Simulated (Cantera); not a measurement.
A closed system holds: 1 mol Si, 5.6 mol F2, 31 mol N2, at 0.100 bar.

Method: chemical equilibrium by Gibbs-energy minimisation in Cantera with the NASA 1993 tables (ideal gas, pure condensed phases). Candidate condensed phases: Si, Si3N4; 16 gas species. Rates play no part.

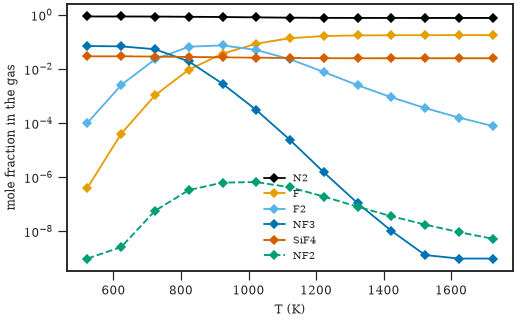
*Equilibrium gas composition (values under 1e-9 drawn at 1e-9)*

From 523 K to 1723 K nothing is condensed. The main Si-bearing gas is SiF4 throughout.
